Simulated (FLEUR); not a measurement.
# FeGe: which magnetic order is lowest

A self-consistent run ends on one state, which hangs on the start. Several orders of FeGe are started in FLEUR and their energies compared.

Program: FLEUR MaX-R8.1. Level of theory: PBEsol; all-electron FLAPW, Dirac cores, scalar-relativistic bands. Results are calculated unless marked as measured.

The database entry behind the starting cell differs from later determinations by our own check (about 0.2 % short), so it need not match the best structure at ambient conditions.

## Step 1: Set-up

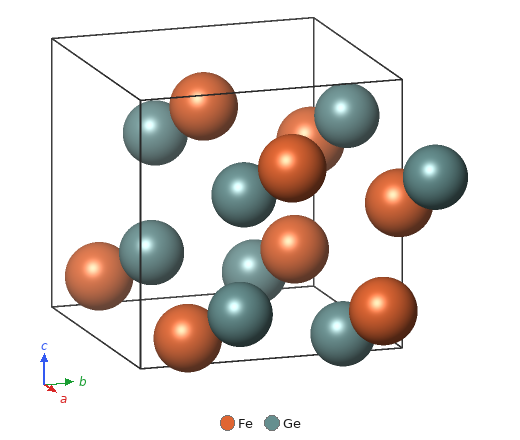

Start, viewed slightly off an axis; iron orange, germanium teal. 2×1×1 cells are drawn.

Structure file:

```cif
data_structure
_symmetry_space_group_name_H-M 'P 1'
_symmetry_Int_Tables_number 1
_cell_length_a 4.6890
_cell_length_b 4.6890
_cell_length_c 4.6890
_cell_angle_alpha 90.000
_cell_angle_beta 90.000
_cell_angle_gamma 90.000
_cell_volume 103.10
loop_
_atom_site_label
_atom_site_type_symbol
_atom_site_fract_x
_atom_site_fract_y
_atom_site_fract_z
_atom_site_occupancy
Fe1 Fe 0.13500 0.13500 0.13500 1
Fe2 Fe 0.36500 0.86500 0.63500 1
Fe3 Fe 0.63500 0.36500 0.86500 1
Fe4 Fe 0.86500 0.63500 0.36500 1
Ge5 Ge 0.84200 0.84200 0.84200 1
Ge6 Ge 0.65800 0.15800 0.34200 1
Ge7 Ge 0.34200 0.65800 0.15800 1
Ge8 Ge 0.15800 0.34200 0.65800 1
```

## Step 2: Order 1, typed as ferro ++++

The parallel start is the test of whether parallel moments hold.

inpgen writes inp.xml from crystal.txt; cutoffs, mixing, functional, smearing and local orbitals are then set in the file. The k list default-1 (kpts.xml, not shown) is a Γ-centred 6×6×6 mesh; where the ranks do not divide the number of points, some are split in two of half the weight.

Input file inp.xml:

```
<?xml version="1.0" encoding="UTF-8" standalone="no"?>
<fleurInput fleurInputVersion="0.39">
   <comment>
      FeGe
   </comment>
   <calculationSetup>
      <cutoffs Kmax="3.74" Gmax="11.2" GmaxXC="11.2" numbands="0"/>
      <scfLoop itmax="90" minDistance="0.00002" maxIterBroyd="15" imix="Anderson" alpha="0.05" precondParam="0.0" spinf="2.0" sdNocoIR="T"/>
      <coreElectrons ctail="T" frcor="F" kcrel="0" coretail_lmax="0"/>
      <xcFunctional name="PBEs" relativisticCorrections="F"/>
      <magnetism jspins="2"/>
      <soc l_soc="F" theta="0.0" phi="0.0" spav="F"/>
      <expertModes spex="0" secvar="F"/>
      <geometryOptimization l_f="F" forcealpha="1.0" forcemix="BFGS" epsdisp="0.00001" epsforce="0.00001"/>
      <ldaU l_linMix="F" mixParam="0.05" spinf="1.0"/>
   </calculationSetup>
   <cell>
      <bzIntegration valenceElectrons="120.0" mode="hist" fermiSmearingEnergy="0.00110248">
         <kPointListSelection listName="default-1"/>
         <xi:include xmlns:xi="http://www.w3.org/2001/XInclude" href="kpts.xml"> </xi:include>
      </bzIntegration>
      <xi:include xmlns:xi="http://www.w3.org/2001/XInclude" href="sym.xml"> </xi:include>
      <bulkLattice scale="1.0">
         <bravaisMatrix>
            <row-1>    8.8609257982493990     0.0000000000000000     0.0000000000000000</row-1>
            <row-2>    0.0000000000000000     8.8609257982493990     0.0000000000000000</row-2>
            <row-3>    0.0000000000000000     0.0000000000000000     8.8609257982493990</row-3>
         </bravaisMatrix>
      </bulkLattice>
   </cell>
   <atomSpecies>
      <species name="Iron (Fe) 2.800" element="Fe" atomicNumber="26">
         <mtSphere radius="2.19" gridPoints="725" logIncrement="0.017"/>
         <atomicCutoffs lmax="8" lnonsphr="6"/>
         <electronConfig flipSpins="F">
            <coreConfig>(1s1/2) (2s1/2) (2p1/2) (2p3/2)</coreConfig>
            <valenceConfig>(3s1/2) (3p1/2) (3p3/2) (4s1/2) (3d3/2) (3d5/2)</valenceConfig>
            <stateOccupation state="(3d3/2)" spinUp="1.4" spinDown="1.0"/>
            <stateOccupation state="(3d5/2)" spinUp="3.0" spinDown="0.6"/>
         </electronConfig>
         <energyParameters s="4" p="4" d="3" f="4"/>
         <lo type="SCLO" l="0" n="3" eDeriv="0"/>
         <lo type="SCLO" l="1" n="3" eDeriv="0"/>
      </species>
      <species name="Germanium (Ge)" element="Ge" atomicNumber="32">
         <mtSphere radius="2.19" gridPoints="725" logIncrement="0.017"/>
         <atomicCutoffs lmax="8" lnonsphr="6"/>
         <electronConfig flipSpins="F">
            <coreConfig>(1s1/2) (2s1/2) (2p1/2) (2p3/2) (3s1/2) (3p1/2) (3p3/2)</coreConfig>
            <valenceConfig>(4s1/2) (3d3/2) (3d5/2) (4p1/2) (4p3/2)</valenceConfig>
            <stateOccupation state="(4p1/2)" spinUp="0.333333" spinDown="0.333333"/>
            <stateOccupation state="(4p3/2)" spinUp="0.666667" spinDown="0.666667"/>
         </electronConfig>
         <energyParameters s="4" p="4" d="3" f="4"/>
      </species>
   </atomSpecies>
   <atomGroups>
      <atomGroup species="Iron (Fe) 2.800">
         <relPos label="                   1">.1350000000 .1350000000 .1350000000</relPos>
         <relPos label="                   2">.3650000000 -.1350000000 -.3650000000</relPos>
         <relPos label="                   3">-.3650000000 .3650000000 -.1350000000</relPos>
         <relPos label="                   4">-.1350000000 -.3650000000 .3650000000</relPos>
         <force calculate="T" relaxXYZ="TTT"/>
      </atomGroup>
      <atomGroup species="Germanium (Ge)">
         <relPos label="                   5">-.1580000000 -.1580000000 -.1580000000</relPos>
         <relPos label="                   6">-.3420000000 .1580000000 .3420000000</relPos>
         <relPos label="                   7">.3420000000 -.3420000000 .1580000000</relPos>
         <relPos label="                   8">.1580000000 .3420000000 -.3420000000</relPos>
         <force calculate="T" relaxXYZ="TTT"/>
      </atomGroup>
   </atomGroups>
   <output dos="F" band="F" slice="F">
      <bandDOS minEnergy="-.5*Htr" maxEnergy="0.5*Htr" sigma="0.015" storeEVData="T"/>
      <plotting iplot="0" polar="F">
         <plot TwoD="T" vec1="  1.0  0.0  0.0" vec2="  0.0  1.0  0.0" vec3="  0.0  0.0  1.0" zero="  0.0  0.0  0.0" file="plot"/>
      </plotting>
      <moessbauerParams electricFieldGradient="F" isomerShift="F" coreHyperfine="F" valenceHyperfine="F"/>
   </output>
</fleurInput>
```

Input file crystal.txt:

```
FeGe
&input film=F cartesian=F /
4.68900000000  0.00000000000  0.00000000000
0.00000000000  4.68900000000  0.00000000000
0.00000000000  0.00000000000  4.68900000000
1.8897261246
1.0 1.0 1.0

8
26 0.13500000000  0.13500000000  0.13500000000 : 2.800
26 0.36500000000  0.86500000000  0.63500000000 : 2.800
26 0.63500000000  0.36500000000  0.86500000000 : 2.800
26 0.86500000000  0.63500000000  0.36500000000 : 2.800
32 0.84200000000  0.84200000000  0.84200000000
32 0.65800000000  0.15800000000  0.34200000000
32 0.34200000000  0.65800000000  0.15800000000
32 0.15800000000  0.34200000000  0.65800000000

&kpt div1=6 div2=6 div3=6 gamma=T /
```

Started as:

```
$ OMP_NUM_THREADS=1 inpgen -f crystal.txt > inpgen.log  # inp.xml is then edited as shown
$ OMP_NUM_THREADS=1 mpirun -n 4 fleur_MPI > fleur.log
```

Log:

```text
Welcome to FLEUR        (www.flapw.de)
      MaX-Release 8.1          (www.max-centre.eu)

 ========== k-point set info ==========
 Selected k-point list: default-1
 k-point list type: mesh
 6 x 6 x 6
 Number of k points: 24

 ------------Calculation Setup---------------------------
 Number of MPI-tasks      :            4
 Number of PE/node        :            4
 Number of OMP-threads    :            1
 k-points in parallel     :            4
 pe's per k-point         :            1
 No of k-point loops      :            6
 Eigenvalue solver        :       lapack
 Number of basis functions:          678
 Approximate size of matrices (H+S) per k-point:         0.014 GB
 --------------------------------------------------------
 Iteration:     1   Distance:      20.17515725 me/bohr^3
 Iteration:     2   Distance:      18.69048222 me/bohr^3
 Iteration:     3   Distance:      14.66923196 me/bohr^3
 Iteration:     4   Distance:       6.27352590 me/bohr^3
 Iteration:     5   Distance:       7.18223356 me/bohr^3
 Iteration:     6   Distance:       4.34386224 me/bohr^3
 Iteration:     7   Distance:       4.39108589 me/bohr^3
 Iteration:     8   Distance:       4.08802654 me/bohr^3
 Iteration:     9   Distance:       3.17779894 me/bohr^3
 Iteration:    10   Distance:       2.44098508 me/bohr^3
 Iteration:    11   Distance:       0.88659128 me/bohr^3
 Iteration:    12   Distance:       1.18650279 me/bohr^3
 Iteration:    13   Distance:       0.28677817 me/bohr^3
 Iteration:    14   Distance:       0.34791190 me/bohr^3
 Iteration:    15   Distance:       0.34503759 me/bohr^3
 Iteration:    16   Distance:       0.34079697 me/bohr^3
 Iteration:    17   Distance:       0.24198748 me/bohr^3
 Iteration:    18   Distance:       0.15297366 me/bohr^3
 Iteration:    19   Distance:       0.09468548 me/bohr^3
 Iteration:    20   Distance:       0.18174591 me/bohr^3
 Iteration:    21   Distance:       0.06924746 me/bohr^3
 Iteration:    22   Distance:       0.06802041 me/bohr^3
 Iteration:    23   Distance:       0.00356046 me/bohr^3
 Iteration:    24   Distance:       0.00407805 me/bohr^3
 Iteration:    25   Distance:       0.00124584 me/bohr^3
 Iteration:    26   Distance:       0.00049605 me/bohr^3
 Iteration:    27   Distance:       0.00044854 me/bohr^3
 Iteration:    28   Distance:       0.00009226 me/bohr^3
 Iteration:    29   Distance:       0.00002154 me/bohr^3
 Iteration:    30   Distance:       0.00001947 me/bohr^3

 ********************************************************************
 Run finished successfully
 Stop message:
   all done
 ********************************************************************

--- out.xml (last complete iteration) ---
<iteration numberForCurrentRun="   30" overallNumber="   30">
         <energyParameters units="Htr">
            <atomicEP atomType="1" spin="1" branch="4s" branchLowest="-2.79" branchHighest="2.23" value="0.2068179553"/>
            <atomicEP atomType="1" spin="1" branch="4p" branchLowest="-1.53" branchHighest="2.83" value="0.3352067999"/>
            <atomicEP atomType="1" spin="1" branch="3d" branchLowest="-9.99" branchHighest="0.50" value="0.3213497160"/>
            <atomicEP atomType="1" spin="1" branch="4f" branchLowest="-9.99" branchHighest="3.82" value="0.6450513277"/>
            <loAtomicEP atomType="1" spin="1" branch="3s" branchLowest="-29.43" branchHighest="-2.79" value="-2.8040314044"/>
            <loAtomicEP atomType="1" spin="1" branch="3p" branchLowest="-24.99" branchHighest="-1.53" value="-1.5632119991"/>
            <atomicEP atomType="2" spin="1" branch="4s" branchLowest="-5.62" branchHighest="1.11" value="0.0149851002"/>
            <atomicEP atomType="2" spin="1" branch="4p" branchLowest="-3.68" branchHighest="1.80" value="0.2292106043"/>
            <atomicEP atomType="2" spin="1" branch="3d" branchLowest="-9.99" branchHighest="-0.49" value="-0.5120930794"/>
            <atomicEP atomType="2" spin="1" branch="4f" branchLowest="-9.99" branchHighest="3.71" value="0.5885904881"/>
            <atomicEP atomType="1" spin="2" branch="4s" branchLowest="-2.74" branchHighest="2.26" value="0.2142150353"/>
            <atomicEP atomType="1" spin="2" branch="4p" branchLowest="-1.48" branchHighest="2.86" value="0.3408386019"/>
            <atomicEP atomType="1" spin="2" branch="3d" branchLowest="-9.99" branchHighest="0.55" value="0.3547320208"/>
            <atomicEP atomType="1" spin="2" branch="4f" branchLowest="-9.99" branchHighest="3.86" value="0.6493184722"/>
            <loAtomicEP atomType="1" spin="2" branch="3s" branchLowest="-29.41" branchHighest="-2.74" value="-2.7554421780"/>
            <loAtomicEP atomType="1" spin="2" branch="3p" branchLowest="-24.97" branchHighest="-1.48" value="-1.5157877338"/>
            <atomicEP atomType="2" spin="2" branch="4s" branchLowest="-5.62" branchHighest="1.10" value="0.0094998143"/>
            <atomicEP atomType="2" spin="2" branch="4p" branchLowest="-3.68" branchHighest="1.79" value="0.2231663500"/>
            <atomicEP atomType="2" spin="2" branch="3d" branchLowest="-9.99" branchHighest="-0.49" value="-0.5127085526"/>
            <atomicEP atomType="2" spin="2" branch="4f" branchLowest="-9.99" branchHighest="3.71" value="0.5823177311"/>
         </energyParameters>
         <bandgap value="0.0093691215" units="eV"/>
         <sumValenceSingleParticleEnergies value="-67.2986297177" units="Htr"/>
         <FermiEnergy value="0.3972494506" units="Htr"/>
         <valenceDensity>
            <mtCharges spin="1">
               <mtCharge atomType="1" total="7.9362503" s="1.1273865" p="3.1362084" d="3.6645613" f="0.0068609"/>
               <mtCharge atomType="2" total="6.0164550" s="0.5031474" p="0.5045675" d="4.9956875" f="0.0105681"/>
            </mtCharges>
            <mtCharges spin="2">
               <mtCharge atomType="1" total="6.7614368" s="1.1262535" p="3.1377300" d="2.4888766" f="0.0073482"/>
               <mtCharge atomType="2" total="6.0802393" s="0.5131625" p="0.5585104" d="4.9965718" f="0.0100195"/>
            </mtCharges>
            <spinDependentCharge spin="1" total="62.1147563" interstitial="6.3039348" mtSpheres="55.8108215"/>
            <spinDependentCharge spin="2" total="57.8852437" interstitial="6.5185395" mtSpheres="51.3667042"/>
            <totalCharge value="120.0000000000"/>
         </valenceDensity>
         <coreStates atomType="     1" atomicNumber=" 26" spin="1" kinEnergy="    574.0297643867" eigValSum="   -360.6397998176" lostElectrons=" 0.000000">
            <state n="1" l="0" j="0.5" energy="-256.2292824524" weight="1.0000000000"/>
            <state n="2" l="0" j="0.5" energy="-29.4337436194" weight="1.0000000000"/>
            <state n="2" l="1" j="0.5" energy="-25.2974402273" weight="1.0000000000"/>
            <state n="2" l="1" j="1.5" energy="-24.8396667592" weight="2.0000000000"/>
         </coreStates>
         <coreStates atomType="     1" atomicNumber=" 26" spin="2" kinEnergy="    574.2578126150" eigValSum="   -360.5662274183" lostElectrons=" 0.000000">
            <state n="1" l="0" j="0.5" energy="-256.2293227379" weight="1.0000000000"/>
            <state n="2" l="0" j="0.5" energy="-29.4112957289" weight="1.0000000000"/>
            <state n="2" l="1" j="0.5" energy="-25.2807099604" weight="1.0000000000"/>
            <state n="2" l="1" j="1.5" energy="-24.8224494955" weight="2.0000000000"/>
         </coreStates>
         <coreStates atomType="     2" atomicNumber=" 32" spin="1" kinEnergy="    992.2289255346" eigValSum="   -598.6587445499" lostElectrons=" 0.000552">
            <state n="1" l="0" j="0.5" energy="-401.8029459773" weight="1.0000000000"/>
            <state n="2" l="0" j="0.5" energy="-49.7951364239" weight="1.0000000000"/>
            <state n="2" l="1" j="0.5" energy="-44.2426508683" weight="1.0000000000"/>
            <state n="2" l="1" j="1.5" energy="-43.0728727229" weight="2.0000000000"/>
            <state n="3" l="0" j="0.5" energy="-5.6190231153" weight="1.0000000000"/>
            <state n="3" l="1" j="0.5" energy="-3.7892872056" weight="1.0000000000"/>
            <state n="3" l="1" j="1.5" energy="-3.6319777568" weight="2.0000000000"/>
         </coreStates>
         <coreStates atomType="     2" atomicNumber=" 32" spin="2" kinEnergy="    992.2264860621" eigValSum="   -598.6607040290" lostElectrons=" 0.000554">
            <state n="1" l="0" j="0.5" energy="-401.8031670273" weight="1.0000000000"/>
            <state n="2" l="0" j="0.5" energy="-49.7952292939" weight="1.0000000000"/>
            <state n="2" l="1" j="0.5" energy="-44.2428243236" weight="1.0000000000"/>
            <state n="2" l="1" j="1.5" energy="-43.0730411195" weight="2.0000000000"/>
            <state n="3" l="0" j="0.5" energy="-5.6192701353" weight="1.0000000000"/>
            <state n="3" l="1" j="0.5" energy="-3.7895787471" weight="1.0000000000"/>
            <state n="3" l="1" j="1.5" energy="-3.6322761314" weight="2.0000000000"/>
         </coreStates>
         <allElectronCharges>
            <spinDependentCharge spin="1" total="118.1147563" interstitial="6.3060966" mtSpheres="111.8086597"/>
            <spinDependentCharge spin="2" total="113.8852437" interstitial="6.5207115" mtSpheres="107.3645322"/>
            <totalCharge value="231.9999999651"/>
         </allElectronCharges>
         <magneticMomentsInMTSpheres units="muBohr">
            <globalMagMoment atomType="1" vec="0.00000   0.00000   1.17481"/>
            <localMagMoment atomType="1" vec="0.00000   0.00000   1.17481"/>
            <globalMagMoment atomType="2" vec="0.00000   0.00000  -0.06378"/>
            <localMagMoment atomType="2" vec="0.00000   0.00000  -0.06378"/>
         </magneticMomentsInMTSpheres>
         <moessbauerParams unitsHFF="kG" unitsIS="e/bohr^3" unitsEFG="Htr/bohr^2">
         </moessbauerParams>
         <totalEnergy value="   -13476.8342754663" units="Htr">
            <sumOfEigenvalues value="    -7741.4005329768">
               <coreElectrons value="-7674.1019032590"/>
               <valenceElectrons value="-67.2986297177"/>
            </sumOfEigenvalues>
            <densityCoulombPotentialIntegral value="-20765.5100843360"/>
            <densityEffectivePotentialIntegral value="-21462.9735135818"/>
            <chargeDenXCDenIntegral value="-532.0457861541"/>
            <FockExchangeEnergyValence value="0.0000000000"/>
            <FockExchangeEnergyCore value="0.0000000000"/>
            <atomTypeDependentContributions atomType="1">
               <electronNucleiInteractionDifferentMTs value="6073.5170892793"/>
               <MadelungTerm value="-47.8349320775"/>
            </atomTypeDependentContributions>
            <atomTypeDependentContributions atomType="2">
               <electronNucleiInteractionDifferentMTs value="10089.4097810743"/>
               <MadelungTerm value="-72.8446253181"/>
            </atomTypeDependentContributions>
            <tkbTimesEntropy value="0.0007846192"/>
            <freeEnergy value="-13476.8350600855"/>
            <extrapolationTo0K value="-13476.8346677759"/>
         </totalEnergy>
         <densityConvergence units="me/bohr^3">
            <chargeDensity spin="1" distance="0.0000107652"/>
            <chargeDensity spin="2" distance="0.0000139276"/>
            <overallChargeDensity distance="0.0000194684"/>
            <spinDensity distance="0.0000155150"/>
         </densityConvergence>
      </iteration>
```

Wall time 2.5 min (4 MPI ranks of Intel Xeon Platinum 8488C (Sapphire Rapids), shared host); peak memory 0.38 GiB.

Spin moment in the muffin-tin sphere by atom:

```csv
atom,spin moment in the muffin-tin sphere (μB)
Fe1,1.17
Fe2,1.17
Fe3,1.17
Fe4,1.17
Ge5,-0.06
Ge6,-0.06
Ge7,-0.06
Ge8,-0.06
```

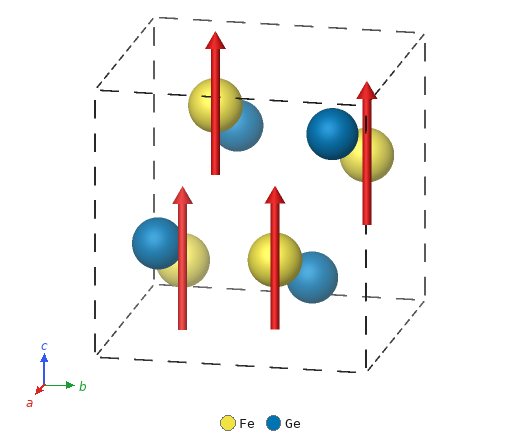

Spin moment in the muffin-tin sphere as arrows, the longest 1.17 μB. Up and down stand for the sign. Arrows give size and sign along the axis of quantisation, drawn up and down the page.

Read from the output:

* free energy: -366723.3642 eV
* program's band gap on this mesh (in a metal only a level spacing): 0.009369 eV
* magnetization: 4.229 μB
* final state: ferromagnetic, with opposed induced moments

After 30 cycles the largest moment stands at 1.17 μB.

[end of part 1 of 2]

[Logs and program files are shortened in this print: banners, set-up blocks, solver, clock and traceback lines can be left out without a mark of their own.]

[Logs are printed without paths, hosts, clocks, repeated set-up lines and the standing remarks that a program may print on its own settings, such as how far it seeks lower states.]

[Hosts, paths, dates, database ids (printed as entryN), source tags and the programs' standing remarks are cut or masked in the printed files.]

[Where a cell is said to come from a database of computed structures, the database is the Materials Project.]
